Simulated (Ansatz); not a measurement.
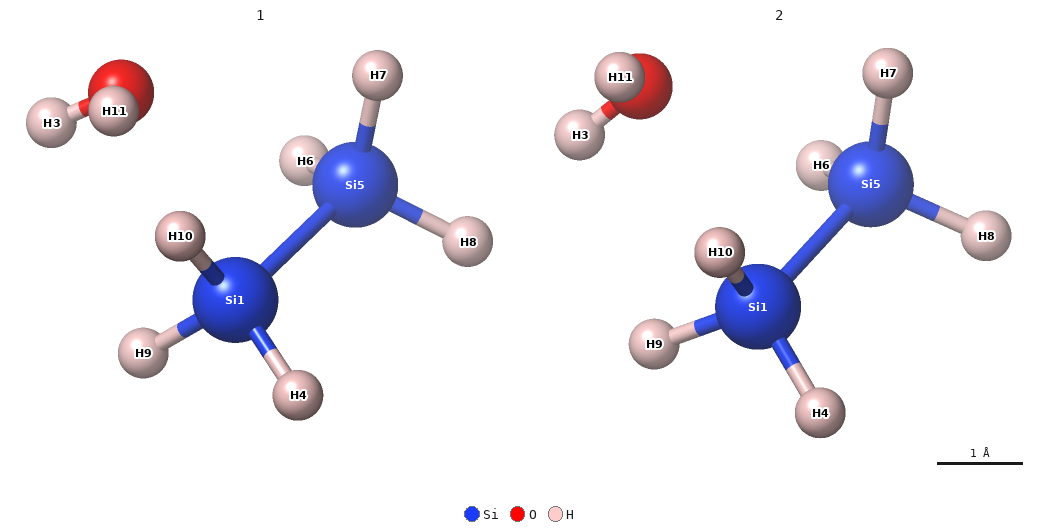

Two geometries of Si2H8O, drawn at one scale. One is the start of a relaxation, the other its converged end. A ball-and-stick model, seen at a tilt.

The calculation used RKS PBE/6-31G* in Ansatz. Set-up: no spin polarisation; force threshold 0.03 eV/Å; at most 50 steps.

### Which one is relaxed?

Structure 2 is the relaxed one. The run prepares an end point of a later path (reaction) calculation, from a guessed geometry. Over 8 accepted moves (10 points after the start) the energy falls by 2.07 kcal/mol. The largest force component goes from 0.62 to 0.0022 eV/Å. The line search rejected the trial steps at points 2, 5 of the run. The forces were under the threshold at step 7, but the run went on from there. An H atom moves most after the best rigid fit: 0.45 Å. By element the largest moves are H 0.45 Å, O 0.14 Å, Si 0.10 Å. Some distances before and after: H–Si 1.478 → 1.504 Å, H–O 0.992 → 0.978 Å. The run took 23 s on 1 thread of Arm Neoverse V2 (shared host), peak memory 0.11 GiB.
